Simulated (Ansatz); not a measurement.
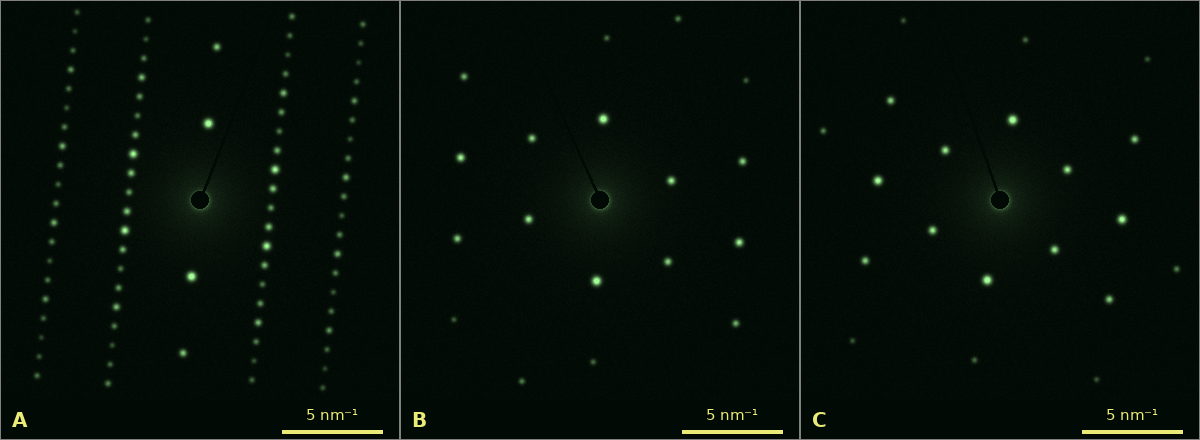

Kinematic zone-axis patterns, calculated for 300 keV electrons with B = 0.5 Å².

All three come from Zr, space group P6_3/mmc (No. 194), a = 3.238 Å, c = 10.392 Å (hexagonal axes). Structure: the input geometry of an electronic-structure calculation (not necessarily at equilibrium); the starting structure was generated, so it need not be a known form of this composition.

```cif
data_structure
_symmetry_space_group_name_H-M 'P6_3/mmc'
_symmetry_Int_Tables_number 194
_cell_length_a 3.2376
_cell_length_b 3.2376
_cell_length_c 10.3921
_cell_angle_alpha 90.000
_cell_angle_beta 90.000
_cell_angle_gamma 120.000
_cell_volume 94.34
loop_
_atom_site_label
_atom_site_type_symbol
_atom_site_symmetry_multiplicity
_atom_site_Wyckoff_symbol
_atom_site_fract_x
_atom_site_fract_y
_atom_site_fract_z
_atom_site_occupancy
Zr1 Zr 2 a 0.00000 0.00000 0.00000 1
Zr2 Zr 2 c 0.33333 0.66667 0.25000 1
```

Q: Assign the zone axes [100], [211], [311] to A, B and C.

A: A is [100]: rectangular net of 0 0 1 (itself extinct) at d = 10.39 Å and 0 1 0 at d = 2.80 Å, at 90.0°. B is [311]: oblique net of 0 1 -1 at d = 2.71 Å and -1 1 2 at d = 2.47 Å, at 72.5°. C is [211]: centred rectangular net of 0 1 -1 at d = 2.71 Å and -1 1 1 at d = 2.71 Å, at 66.5°.
